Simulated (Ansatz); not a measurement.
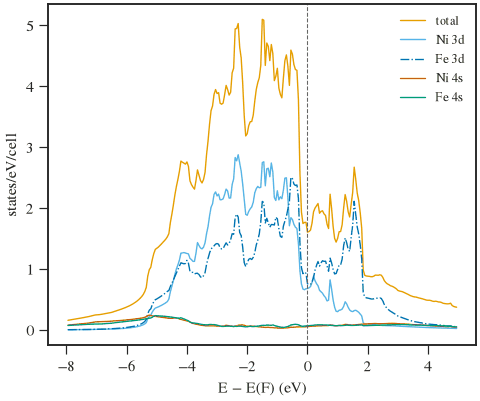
Figure. Total and projected density of states of FeNi in space group R-3m (No. 166; Fe on 3a, Ni on 3b), DFT-PBEsol in the program Ansatz with PAW potentials

Which orbitals carry the states next to the Fermi level?

Within 0.5 eV of the Fermi level: Fe 3d 53 %, Ni 3d 39 %. Projections are on Löwdin-orthogonalised atomic valence shells; empty p or d shells of many metals are not among them.

Where is the tallest occupied peak in this window, and what makes it?

Near -1.5 eV, about 5.1 states/eV per cell; the largest projected share is Ni 3d.

The workflow started from a Materials Project entry (that database holds measured and hypothetical structures alike); the Crystallography Open Database copy checked does not list it. COD files the formula under space group No. 123. With Fe and Ni taken as one species the cell has the higher symmetry Fm-3m, so it may be an ordered model of a mixed-site phase. Whether it is the stable phase at ambient conditions was not checked. The PBEsol relaxation kept the symmetry of its start; whether a distortion lowers the energy is not shown. Magnetic state: ferromagnetic, chosen from 5 collinear starts compared on coarse meshes (ties went to the first, and starts can fall back to one state), not a proven ground state.

Potentials: the later of the program's two PAW sets.
